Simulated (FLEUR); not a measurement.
Band structure of TbZn (Pm-3m, 2 atoms in the cell).

```xyz
2
Lattice="3.5519 0.0000 0.0000 0.0000 3.5519 0.0000 0.0000 0.0000 3.5519" Properties=species:S:1:pos:R:3 pbc="T T T"
Tb     0.0000     0.0000     0.0000
Zn     1.7759     1.7759     1.7759
```
Moments meant for the start (each program seeds them in its own way; μB, in the order of the atoms Tb Zn): 6.0 0.0.

Level of theory: FLEUR with LDA (Perdew-Zunger), all-electron FLAPW (FLEUR), scalar-relativistic valence.

Settings: Kmax = 4.5 1/bohr; GmaxXC = 22.5 1/bohr; xcFunctional = pz; jspins = 2; l_soc = F; mode = hist; fermiSmearingEnergy = 0.00367493 Htr; mesh (inpgen div1-3) = 6 6 6; inpgen gamma flag = true; Gmax = 22.5 1/bohr; numbands = 0; maxIterBroyd = 99; imix = Anderson; alpha = 0.05.

The starting cell comes from a database of computed structures (which also holds hypothetical and non-ambient phases and stackings), without a prior relaxation at this level. Its lattice was rescaled by a random factor within 2.5 % of one. Spin-orbit coupling is off. The f electrons are in the valence without U or exact exchange, which can misplace them near the Fermi level. Spin-orbit terms, which matter for f shells, are left out. Values depend on the basis (sphere radii, cutoffs, local orbitals), which need not be converged.

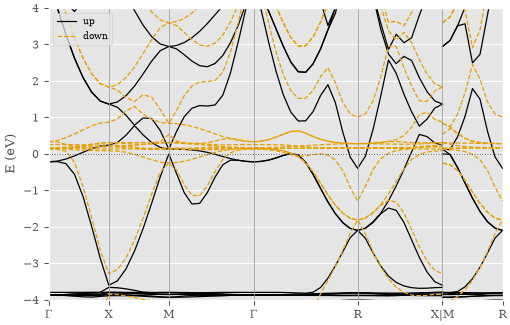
*Bands along the path, energies from the Fermi level.*

Levels in eV from the Fermi level, bands 20 to 27 of the first spin channel:
| point | 20 | 21 | 22 | 23 | 24 | 25 | 26 | 27 |
|---|---|---|---|---|---|---|---|---|
| Γ | -3.87 | -3.80 | -0.22 | -0.22 | 4.68 | 4.68 | 4.68 | 4.97 |
| X | -3.80 | -3.66 | -3.61 | 0.24 | 1.36 | 1.36 | 4.83 | 6.16 |
| M | -3.80 | -3.80 | 0.00 | 0.13 | 0.13 | 2.94 | 2.94 | 6.26 |
| R | -3.81 | -2.10 | -2.10 | -2.10 | -0.40 | 5.85 | 5.85 | 5.85 |
